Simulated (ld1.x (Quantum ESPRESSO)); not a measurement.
**A TM potential for Ru, from input to tests**

Aim: build the potential from the settings below, then test how well it stands in for the atom: other configurations, scattering, ghost states and the plane-wave cutoff that it needs.

The numbers are computed with ld1.x (Quantum ESPRESSO) 7.5 (PBEsol, scalar-relativistic, spin-unpolarised reference atom).

### 1 Starting point

The settings as typed:

```json
{"element": "ruthenium (Ru, Z = 44)", "type": "norm-conserving Troullier–Martins (Kleinman–Bylander form)", "frozen core": "[Ar] 3d10", "valence charge": "16", "reference configuration": "4s2 4p6 4d7 5s0.5 5p0 (charge +0.5)", "partial waves": "4s (bound): rc 1.45 bohr; 4p (bound): rc 1.10 bohr; 4f channel at 0.1 Ry: rc 1.20 bohr; 4d (bound): rc 1.55 bohr", "occupied shells without a wave": "5s", "local potential": "the d channel", "core correction": "a·sin(br)/r model core inside 0.95 bohr"}
```

An earlier all-electron run gives the scale for the radii.

All-electron outer shells of the reference configuration (PBEsol, scalar-relativistic, ld1.x):

```csv
shell,level (eV),outermost node (bohr),outermost maximum (bohr)
3p,-450.43,0.16,0.36
3d,-276.61,–,0.30
4s,-79.85,0.48,0.92
4p,-49.93,0.49,0.98
4d,-8.73,0.48,1.21
5s,-7.27,1.23,2.66
5p,-3.31,1.40,3.50
```

### 2 Generating the potential

Ru.in reads:

```
 &input
   title='Ru', zed=44., rel=1, dft='PBESOL', iswitch=3,
   config='[Kr] 4d7 4f-2 5s0.5 5p0',
   nld=4, rlderiv=1.70, eminld=-8.0, emaxld=5.0, deld=0.04
 /
 &inputp
   pseudotype=2, tm=.true., lloc=2,
   nlcc=.true., rcore=0.95,
   file_pseudopw='Ru.UPF', file_wfcaegen='ae.wfc', file_wfcncgen='nc.wfc', file_beta='beta', file_chi='chi'
 /
4
4S  1  0   2.00   0.00  1.45  1.45  0.0
4P  2  1   6.00   0.00  1.10  1.10  0.0
4F  4  3  -2.00   0.10  1.20  1.20  0.0
4D  3  2   7.00   0.00  1.55  1.55  0.0
 &test
   configts(1)='4s2 4p6 4d7 5s0.5 5p0'
 /
```

On the command line:

```
$ ld1.x < Ru.in > Ru.out
```

What the program wrote to Ru.out (without the banner and most projector matrices):

```text
     Program LD1 v.7.5
     --------------------------- All-electron run ----------------------------

     Ru
     scalar relativistic calculation

     atomic number is 44.00
     dft =PBESOL   lsd =0 sic =0 latt =0  beta=0.20 tr2=1.0E-14
     Exchange-correlation= PBESOL
                           (   1   4  10   8   0   0   0)
     mesh =1233 r(mesh) = 101.06970 a.u. xmin = -7.00 dx = 0.01250
     1 Ry =  13.60569312 eV, c = 137.03599908

     n l     nl                  e(Ry)          e(Ha)          e(eV)
     1 0     1S 1( 2.00)     -1611.6804      -805.8402    -21928.0294
     2 0     2S 1( 2.00)      -231.9591      -115.9796     -3155.9649
     2 1     2P 1( 6.00)      -207.8125      -103.9063     -2827.4337
     3 0     3S 1( 2.00)       -41.0396       -20.5198      -558.3722
     3 1     3P 1( 6.00)       -33.1060       -16.5530      -450.4300
     4 0     4S 1( 2.00)        -5.8686        -2.9343       -79.8467
     4 1     4P 1( 6.00)        -3.6698        -1.8349       -49.9306
     3 2     3D 1(10.00)       -20.3302       -10.1651      -276.6069
     4 2     4D 1( 7.00)        -0.6420        -0.3210        -8.7355
     5 0     5S 1( 0.50)        -0.5342        -0.2671        -7.2687
     5 1     5P 1( 0.00)        -0.2433        -0.1217        -3.3107

     final scf error:  6.4E-15 reached in  28 iterations

     Etot =   -9056.658789 Ry,   -4528.329395 Ha, -123222.120203 eV

     Ekin =    9364.771049 Ry,    4682.385524 Ha,  127414.201059 eV
     Encl =  -21841.697665 Ry,  -10920.848833 Ha, -297171.435716 eV
     Eh   =    3682.177043 Ry,    1841.088521 Ha,   50098.570866 eV
     Exc  =    -261.909216 Ry,    -130.954608 Ha,   -3563.456412 eV

     normalization and overlap integrals

     s(1S/1S) =  1.000000  <r> =   0.0334  <r2> =    0.0015  r(max) =   0.0216
     s(2S/2S) =  1.000000  <r> =   0.1457  <r2> =    0.0250  r(max) =   0.1229
     s(2P/2P) =  1.000000  <r> =   0.1270  <r2> =    0.0197  r(max) =   0.0981
     s(3S/3S) =  1.000000  <r> =   0.4030  <r2> =    0.1859  r(max) =   0.3600
     s(3P/3P) =  1.000000  <r> =   0.4033  <r2> =    0.1891  r(max) =   0.3555
     s(4S/4S) =  1.000000  <r> =   1.0190  <r2> =    1.1778  r(max) =   0.9193
     s(4P/4P) =  1.000000  <r> =   1.1290  <r2> =    1.4635  r(max) =   0.9785
     s(3D/3D) =  1.000000  <r> =   0.3843  <r2> =    0.1768  r(max) =   0.3022
     s(4D/4D) =  1.000000  <r> =   1.6717  <r2> =    3.4622  r(max) =   1.2102
     s(5S/5S) =  1.000000  <r> =   3.1792  <r2> =   11.5784  r(max) =   2.6600
     s(5P/5P) =  1.000000  <r> =   4.3837  <r2> =   22.3498  r(max) =   3.5019

     ------------------------ End of All-electron run ------------------------

     --------------------- Generating NC pseudopotential ---------------------

      Generating local pot.: lloc=2, matching radius rcloc =   1.5500

      Computing core charge for nlcc:

       r > 0.95 : true rho core
       r < 0.95 : rho core = a sin(br)/r    a=   2.91  b=   2.96

      Integrated core pseudo-charge :   1.57

      Wfc   4S  rcut= 1.442  Using Troullier-Martins method

      Wfc   4P  rcut= 1.095  Using Troullier-Martins method

      Wfc   4F  rcut= 1.210  Using Troullier-Martins method

     ------------------- End of pseudopotential generation -------------------

     [... the all-electron block is printed once more ...]


     Computing logarithmic derivative in   1.70673
     Computing logarithmic derivative in   1.70673
     Computing the partial wave expansion
     R is outside the sphere for l=    0 j= 0.00
     R is outside the sphere for l=    1 j= 0.00
       no projector for channel:   2
     R is outside the sphere for l=    3 j= 0.00

     ---------------------- Testing the pseudopotential ----------------------

     Ru
     scalar relativistic calculation

     atomic number is 44.00   valence charge is 16.00
     dft =PBESOL   lsd =0 sic =0 latt =0  beta=0.20 tr2=1.0E-14
     mesh =1233 r(mesh) = 101.06970 xmin = -7.00 dx = 0.01250

     n l     nl             e AE (Ry)        e PS (Ry)    De AE-PS (Ry)
     1 0     4S   1( 2.00)       -5.86863       -5.86863        0.00001
     2 1     4P   1( 6.00)       -3.66983       -3.66990        0.00007
     3 2     4D   1( 7.00)       -0.64205       -0.64205        0.00000
     2 0     5S   1( 0.50)       -0.53424       -0.54966        0.01542  !
     3 1     5P   1( 0.00)       -0.24333       -0.24327       -0.00006

     eps = 4.6E-15  iter = 35

     Etot =   -9056.658789 Ry,   -4528.329395 Ha, -123222.120203 eV
     Etotps =  -190.930658 Ry,     -95.465329 Ha,   -2597.743946 eV

     Ekin =      65.209480 Ry,      32.604740 Ha,     887.220170 eV
     Encl =    -401.437722 Ry,    -200.718861 Ha,   -5461.838447 eV
     Ehrt =     156.447798 Ry,      78.223899 Ha,    2128.580729 eV
     Ecxc =     -22.060515 Ry,     -11.030257 Ha,    -300.148595 eV
     (Ecc =      -1.342472 Ry,      -0.671236 Ha,     -18.265258 eV)
     Epseu=      10.910300 Ry,       5.455150 Ha,     148.442198 eV

     ---------------------- End of pseudopotential test ----------------------
```

Wall time 1.4 s (1 thread, shared host). (Generation and the later configuration tests together.)

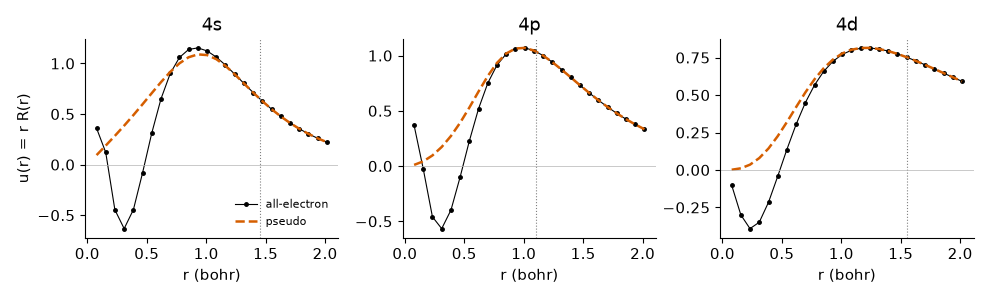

Bound waves of the atom and their pseudo partners (4s, 4p, 4d), with the matching radii dotted. The curves join 26 sampled radii, too few to resolve the innermost nodes.

### 3 Transferability test

Ru.test.in reads:

```
 &input
   title='Ru', zed=44., rel=1, dft='PBESOL', iswitch=2,
   config='[Kr] 4d7 4f-2 5s0.5 5p0'
 /
 &test
   file_pseudo='Ru.UPF', nconf=8,
   configts(1)='4s2 4p6 4d7 5s0.5 5p0',
   configts(2)='4s2 4p6 4d7 5s1 5p0',
   configts(3)='4s2 4p6 4d7 5s0 5p0',
   configts(4)='4s2 4p6 4d6 5s0 5p0',
   configts(5)='4s2 4p6 4d6 5s1 5p1',
   configts(6)='4s2 4p6 4d7.5 5s0.5 5p0',
   configts(7)='4s2 4p6 4d6 5s1 5p0',
   configts(8)='4s2 4p6 4d4 5s0 5p0'
 /
```

On the command line:

```
$ ld1.x < Ru.test.in > Ru.test.out
```

Ru.test.out, the pseudopotential blocks:

```text
     ---------------------- Testing the pseudopotential ----------------------

     Ru
     scalar relativistic calculation

     atomic number is 44.00   valence charge is 16.00
     dft =PBESOL   lsd =0 sic =0 latt =0  beta=0.20 tr2=1.0E-14
     mesh =1233 r(mesh) = 101.06970 xmin = -7.00 dx = 0.01250

     n l     nl             e AE (Ry)        e PS (Ry)    De AE-PS (Ry)
     1 0     4S   1( 2.00)       -5.86863       -5.86863        0.00001
     2 1     4P   1( 6.00)       -3.66983       -3.66990        0.00007
     3 2     4D   1( 7.00)       -0.64205       -0.64205        0.00000
     2 0     5S   1( 0.50)       -0.53424       -0.54966        0.01542  !
     3 1     5P   1( 0.00)       -0.24333       -0.24327       -0.00006

     eps = 8.0E-15  iter = 18

     Etot =   -9056.658789 Ry,   -4528.329395 Ha, -123222.120204 eV
     Etotps =  -190.930660 Ry,     -95.465330 Ha,   -2597.743964 eV

     Ekin =      65.209478 Ry,      32.604739 Ha,     887.220151 eV
     Encl =    -401.437722 Ry,    -200.718861 Ha,   -5461.838448 eV
     Ehrt =     156.447798 Ry,      78.223899 Ha,    2128.580731 eV
     Ecxc =     -22.060515 Ry,     -11.030257 Ha,    -300.148595 eV
     (Ecc =      -1.342472 Ry,      -0.671236 Ha,     -18.265258 eV)
     Epseu=      10.910300 Ry,       5.455150 Ha,     148.442197 eV

     ---------------------- End of pseudopotential test ----------------------

     ---------------------- Testing the pseudopotential ----------------------

     Ru
     [...]
     n l     nl             e AE (Ry)        e PS (Ry)    De AE-PS (Ry)
     1 0     4S   1( 2.00)       -5.60902       -5.60057       -0.00845  !
     2 1     4P   1( 6.00)       -3.40883       -3.40123       -0.00760  !
     3 2     4D   1( 7.00)       -0.38341       -0.37668       -0.00673  !
     2 0     5S   1( 1.00)       -0.31370       -0.32017        0.00647  !
     3 1     5P   1( 0.00)       -0.06357       -0.05776       -0.00580  !

     eps = 1.8E-15  iter = 17

     Etot =   -9056.870064 Ry,   -4528.435032 Ha, -123224.994752 eV
     Etotps =  -191.147375 Ry,     -95.573688 Ha,   -2600.692528 eV
     dEtot_ae =      -0.211275 Ry
     dEtot_ps =      -0.216715 Ry,   Delta E=       0.005440 Ry

     [...]
     ---------------------- End of pseudopotential test ----------------------

     ---------------------- Testing the pseudopotential ----------------------

     Ru
     [...]
     n l     nl             e AE (Ry)        e PS (Ry)    De AE-PS (Ry)
     1 0     4S   1( 2.00)       -6.15206       -6.16175        0.00969  !
     2 1     4P   1( 6.00)       -3.95459       -3.96330        0.00871  !
     3 2     4D   1( 7.00)       -0.92212       -0.92972        0.00760  !
     2 0     5S   1( 0.00)       -0.76879       -0.79464        0.02585  !
     3 1     5P   1( 0.00)       -0.44196       -0.45042        0.00846  !

     eps = 1.0E-14  iter = 23

     Etot =   -9056.333607 Ry,   -4528.166804 Ha, -123217.695881 eV
     Etotps =  -190.595145 Ry,     -95.297572 Ha,   -2593.179051 eV
     dEtot_ae =       0.325182 Ry
     dEtot_ps =       0.335515 Ry,   Delta E=      -0.010333 Ry

     [...]
     ---------------------- End of pseudopotential test ----------------------

     ---------------------- Testing the pseudopotential ----------------------

     Ru
     [...]
     n l     nl             e AE (Ry)        e PS (Ry)    De AE-PS (Ry)
     1 0     4S   1( 2.00)       -7.08712       -7.09944        0.01232  !
     2 1     4P   1( 6.00)       -4.87726       -4.88879        0.01153  !
     3 2     4D   1( 6.00)       -1.77344       -1.78461        0.01117  !
     2 0     5S   1( 0.00)       -1.39537       -1.43758        0.04221  !
     3 1     5P   1( 0.00)       -0.97839       -0.99438        0.01599  !

     eps = 8.7E-15  iter = 23

     Etot =   -9054.997085 Ry,   -4527.498543 Ha, -123199.511572 eV
     Etotps =  -189.248980 Ry,     -94.624490 Ha,   -2574.863541 eV
     dEtot_ae =       1.661704 Ry
     dEtot_ps =       1.681680 Ry,   Delta E=      -0.019976 Ry

     [...]
     ---------------------- End of pseudopotential test ----------------------

     ---------------------- Testing the pseudopotential ----------------------

     Ru
     [...]
     n l     nl             e AE (Ry)        e PS (Ry)    De AE-PS (Ry)
     1 0     4S   1( 2.00)       -5.96778       -5.95665       -0.01113  !
     2 1     4P   1( 6.00)       -3.75684       -3.74754       -0.00930  !
     3 2     4D   1( 6.00)       -0.67267       -0.66533       -0.00734  !
     2 0     5S   1( 1.00)       -0.45683       -0.46726        0.01044  !
     3 1     5P   1( 1.00)       -0.15451       -0.14615       -0.00836  !

     eps = 7.7E-15  iter = 22

     Etot =   -9056.452625 Ry,   -4528.226313 Ha, -123219.315205 eV
     Etotps =  -190.729888 Ry,     -95.364944 Ha,   -2595.012325 eV
     dEtot_ae =       0.206164 Ry
     dEtot_ps =       0.200772 Ry,   Delta E=       0.005392 Ry

     [...]
     ---------------------- End of pseudopotential test ----------------------

     ---------------------- Testing the pseudopotential ----------------------

     Ru
     [...]
     n l     nl             e AE (Ry)        e PS (Ry)    De AE-PS (Ry)
     1 0     4S   1( 2.00)       -5.50091       -5.49877       -0.00214
     2 1     4P   1( 6.00)       -3.30512       -3.30282       -0.00230
     3 2     4D   1( 7.50)       -0.30339       -0.30077       -0.00262
     2 0     5S   1( 0.50)       -0.28024       -0.28862        0.00837  !
     3 1     5P   1( 0.00)       -0.04746       -0.04397       -0.00349

     eps = 8.2E-15  iter = 17

     Etot =   -9056.893095 Ry,   -4528.446548 Ha, -123225.308099 eV
     Etotps =  -191.164316 Ry,     -95.582158 Ha,   -2600.923020 eV
     dEtot_ae =      -0.234306 Ry
     dEtot_ps =      -0.233656 Ry,   Delta E=      -0.000650 Ry

     [...]
     ---------------------- End of pseudopotential test ----------------------

     ---------------------- Testing the pseudopotential ----------------------

     Ru
     [...]
     n l     nl             e AE (Ry)        e PS (Ry)    De AE-PS (Ry)
     1 0     4S   1( 2.00)       -6.43023       -6.42181       -0.00842  !
     2 1     4P   1( 6.00)       -4.22012       -4.21350       -0.00662  !
     3 2     4D   1( 6.00)       -1.13335       -1.12887       -0.00448
     2 0     5S   1( 1.00)       -0.86789       -0.88758        0.01969  !
     3 1     5P   1( 0.00)       -0.51188       -0.51088       -0.00099

     eps = 1.3E-15  iter = 26

     Etot =   -9056.125560 Ry,   -4528.062780 Ha, -123214.865249 eV
     Etotps =  -190.408247 Ry,     -95.204123 Ha,   -2590.636176 eV
     dEtot_ae =       0.533229 Ry
     dEtot_ps =       0.522413 Ry,   Delta E=       0.010817 Ry

     [...]
     ---------------------- End of pseudopotential test ----------------------

     ---------------------- Testing the pseudopotential ----------------------

     Ru
     [...]
     n l     nl             e AE (Ry)        e PS (Ry)    De AE-PS (Ry)
     1 0     4S   1( 2.00)       -9.33368       -9.34549        0.01181  !
     2 1     4P   1( 6.00)       -7.08100       -7.09185        0.01085  !
     3 2     4D   1( 4.00)       -3.81116       -3.82339        0.01223  !
     2 0     5S   1( 0.00)       -2.87935       -2.96278        0.08343  !
     3 1     5P   1( 0.00)       -2.30668       -2.33297        0.02629  !

     eps = 8.0E-15  iter = 14

     Etot =   -9049.477447 Ry,   -4524.738724 Ha, -123124.413071 eV
     Etotps =  -183.704323 Ry,     -91.852162 Ha,   -2499.424645 eV
     dEtot_ae =       7.181342 Ry
     dEtot_ps =       7.226337 Ry,   Delta E=      -0.044995 Ry

     [...]
     ---------------------- End of pseudopotential test ----------------------
```

Excitation and ionisation energies from 4s2 4p6 4d7 5s0.5 5p0, with the error of the potential.

| valence configuration | charge | ΔE all-electron (eV) | error AE − PS (meV) |
| --- | --- | --- | --- |
| 4s2 4p6 4d7 5s1 5p0 | 0 | -2.875 | +74 |
| 4s2 4p6 4d7 5s0 5p0 | +1 | 4.424 | -141 |
| 4s2 4p6 4d6 5s0 5p0 | +2 | 22.609 | -272 |
| 4s2 4p6 4d6 5s1 5p1 | 0 | 2.805 | +73 |
| 4s2 4p6 4d7.5 5s0.5 5p0 | 0 | -3.188 | -8.8 |
| 4s2 4p6 4d6 5s1 5p0 | +1 | 7.255 | +147 |
| 4s2 4p6 4d4 5s0 5p0 | +4 | 97.707 | -612 |

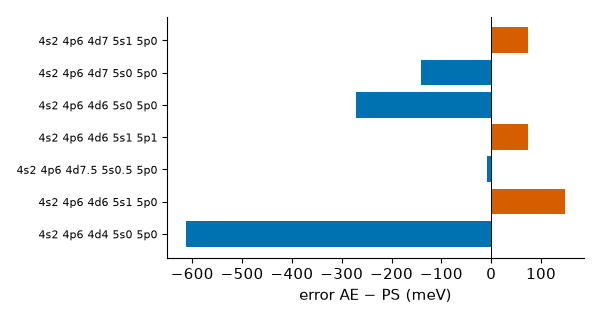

Error of the potential in each test configuration.

### 4 Logarithmic derivatives

Taken from the files of the generation run. The phase is arctan(r·u′/u) with u = r·R, unwrapped, with energies in Ry. A pole is an energy at which the radial function vanishes at the test radius. The pseudo phase is shifted by a multiple of π to meet the all-electron one at the reference energy. Levels narrower than the energy grid can be missing from the poles. The last column is the largest difference on the grid between −1 and +1 Ry.

| channel | radius (bohr) | reference (Ry) | poles AE | poles PS | window around the reference with phases within 0.05 rad (Ry) | largest difference near zero (rad) |
| --- | --- | --- | --- | --- | --- | --- |
| s | 1.71 | -5.87 | -5.09 | -5.09 | below 0.4 | 0.080 |
| p | 1.71 | -3.67 | -2.46 | -2.46 | the whole range | 0.000 |
| d | 1.71 | -0.64 | 1.76 | 1.76 | the whole range | 0.000 |
| f | 1.71 | 0.10 | none | none | the whole range | 0.000 |

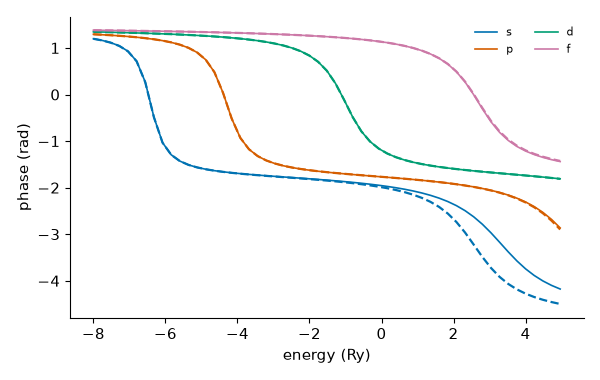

Phases by channel: all-electron solid, pseudo dashed.

### 5 Plane-wave convergence, by spherical Bessel functions

A separate test, outside the generator: the pseudo-atom's Hamiltonian at the reference potential is diagonalised in spherical Bessel functions j_l(qr) that vanish at 20 bohr, with q² up to the cutoff.

All-electron valence levels (Ry): 4s -5.8686, 5s -0.5342, 4p -3.6698, 5p -0.2433, 4d -0.6421. The lowest levels of each channel (Ry) by cutoff; the last column sums, over occupied levels, occupation times the distance from the level at 400 Ry. A positive value at high cutoff is not a bound level.

| cutoff (Ry) | s #1 | s #2 | p #1 | p #2 | f #1 | d #1 | Σ f·Δε (mRy) |
| --- | --- | --- | --- | --- | --- | --- | --- |
| 8 | -5.6149 | -0.5178 | -2.5839 | -0.1802 | 0.0330 | -0.1308 | 10618.1 |
| 15 | -5.6541 | -0.5412 | -3.4666 | -0.2293 | 0.0330 | -0.3064 | 4002.9 |
| 30 | -5.8240 | -0.5462 | -3.5842 | -0.2392 | 0.0330 | -0.5809 | 1033.3 |
| 45 | -5.8578 | -0.5476 | -3.6285 | -0.2410 | 0.0330 | -0.6367 | 309.1 |
| 60 | -5.8610 | -0.5485 | -3.6582 | -0.2426 | 0.0330 | -0.6419 | 87.6 |
| 90 | -5.8682 | -0.5496 | -3.6675 | -0.2431 | 0.0330 | -0.6420 | 15.4 |
| 120 | -5.8684 | -0.5496 | -3.6688 | -0.2432 | 0.0330 | -0.6421 | 7.1 |
| 140 | -5.8686 | -0.5496 | -3.6695 | -0.2432 | 0.0330 | -0.6421 | 2.3 |
| 160 | -5.8686 | -0.5497 | -3.6698 | -0.2433 | 0.0330 | -0.6421 | 0.5 |
| 200 | -5.8686 | -0.5497 | -3.6698 | -0.2433 | 0.0330 | -0.6421 | 0.4 |
| 400 | -5.8686 | -0.5497 | -3.6699 | -0.2433 | 0.0330 | -0.6421 | 0.0 |

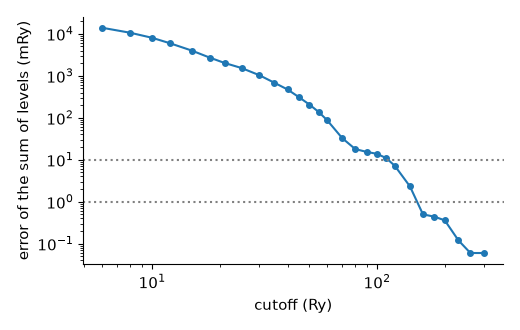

Occupation-weighted error of the valence levels against the cutoff; the dotted lines mark 10 and 1 mRy.

The sum stays within 10 mRy from 120 Ry and within 1 mRy from 160 Ry. The sum leaves out empty levels, which can need more. Ghost test: no level below the all-electron spectrum of its channel (s, p, f, d tested).

### 6 What came out

```
                                                quantity                              value
               cutoffs for 10 and 1 mRy, occupied levels                  120 Ry and 160 Ry
                                            bound ghosts                         none found
                       largest miss of a reference level                       210 meV (5s)
                            largest test error (AE − PS)  -612 meV, for 4s2 4p6 4d4 5s0 5p0
largest phase difference near zero energy, channels read                          0.080 rad
```

What this shows: Already in the reference configuration the 5s level is off by 210 meV; it has no partial wave or projector of its own. By total energies transferability is poor: the largest error is 612 meV on 97.7 eV, for 4s2 4p6 4d4 5s0 5p0. That test lies far up in energy; among those under 40 eV, nearer to bonding, the largest error is 272 meV. By its cutoff, 120 Ry for the looser tolerance, it is hard. The slowest occupied level is 4p: taken alone it needs 140 Ry to come within 1 mRy, against 90 Ry for 4s. It is free of bound ghosts as far as tested. Of the channels read, s scatters worst near zero energy, by up to 0.08 rad. All of this concerns the isolated atom, not yet a solid.
